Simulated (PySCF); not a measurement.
**C7H6ClFO2S: density, localisation and related maps**

```xyz
18

C    -2.3527   -1.2991   -0.1740
C    -1.2465   -0.3022   -0.0543
C    -1.4723    1.0698   -0.0308
C    -0.4343    1.9819    0.0844
C     0.8730    1.5353    0.1795
C     1.1101    0.1769    0.1650
S     2.7799   -0.4169    0.2755
O     2.8997   -1.4957    1.1956
O     3.6651    0.6956    0.3929
Cl    3.0366   -1.1719   -1.5942
C     0.0771   -0.7277    0.0470
F     0.3597   -2.0358    0.0150
H    -3.2716   -0.8199   -0.4989
H    -2.0830   -2.0823   -0.8794
H    -2.5281   -1.7745    0.7908
H    -2.4877    1.4285   -0.1086
H    -0.6461    3.0394    0.0963
H     1.7124    2.2049    0.2664
```

Geometry: GFN2-xTB.

Theory: PySCF 2.14.0, PBE0/pcSseg-1, SCF density, gas phase, non-relativistic.

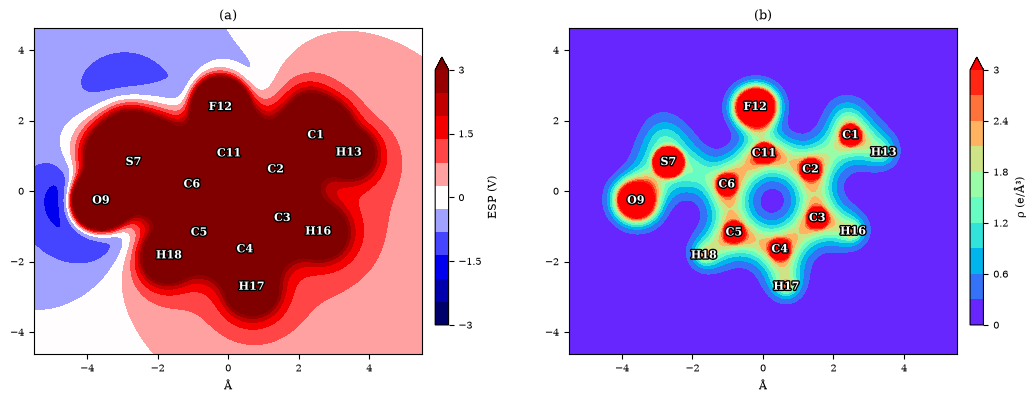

Figure 1. (a) electrostatic potential; (b) total electron density on the plane of atoms C2, C11 and F12.

Question: What does the map show?

Answer:
- The section cuts through C, S, O, F and H sites.
- C–F (1.34 Å): ρ is about 2.3 e/Å³ halfway.
- C–C (1.38 Å): ρ at the midpoint is about 2.1 e/Å³.
- S–O (1.43 Å): ρ is about 2.3 e/Å³ halfway.
- C–S (1.78 Å): ρ at the midpoint is about 1.4 e/Å³.
- C–H (1.08 Å): the density is about 2.1 e/Å³ at the midpoint.
- Outside the dense part of the molecule the potential is most negative (−1.5 V) near O9.

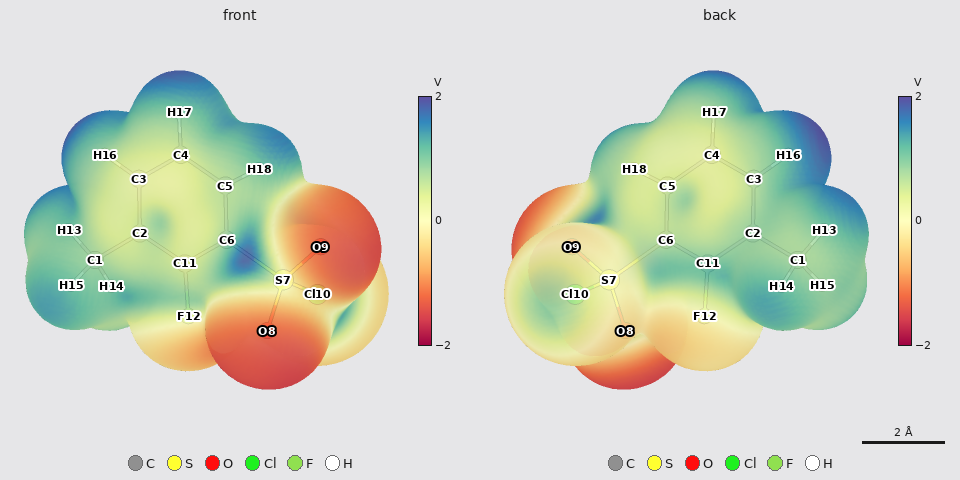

Figure 2. The molecular electrostatic potential painted on the density surface at 0.004 e/bohr³, seen from the front and from behind; the colour scale runs from red (negative) to blue (positive).

Question: Where is the surface potential most negative and most positive?

Answer: The most negative region (about −1.5 V) lies over O8 and O9, the most positive (about +1.9 V) over H16 and H17. Cl10 shows a σ-hole: about +0.9 V at the tip opposite its bond, against about −0.2 V on its flanks.

Question: How polar is the molecule by this calculation?

Answer: Its dipole moment is 5.96 D.

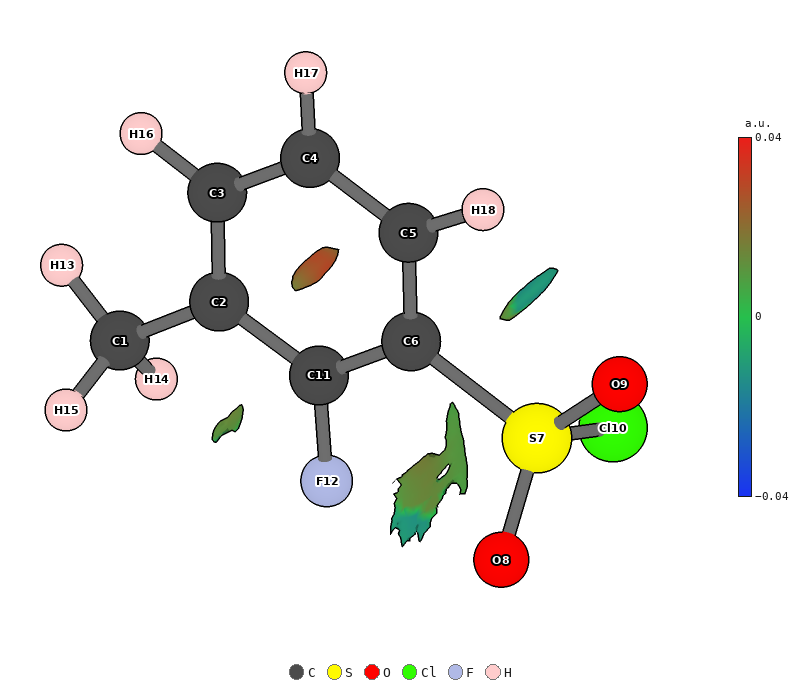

Figure 3. Non-covalent interaction (NCI) plot: the surface where the reduced density gradient is 0.5, for densities under 0.05 a.u., coloured by sign(λ₂)ρ; seen at a tilt.

Question: Which non-covalent interactions does the plot reveal?

Answer:
- Between F12 and C11 on one side and S7 and O8 on the other: a weak contact, attractive (blue-green) on one side and crowded (olive to red) on the other
- Between H18 and C5 on one side and O9 and S7 on the other: a weak contact, attractive (blue-green) on one side and crowded (olive to red) on the other
- Between C1 and H14 on one side and F12 and C11 on the other: a weak contact (green)
- Inside the ring or cage of C2, C3, C4, C5, C6 and C11: steric crowding (red)
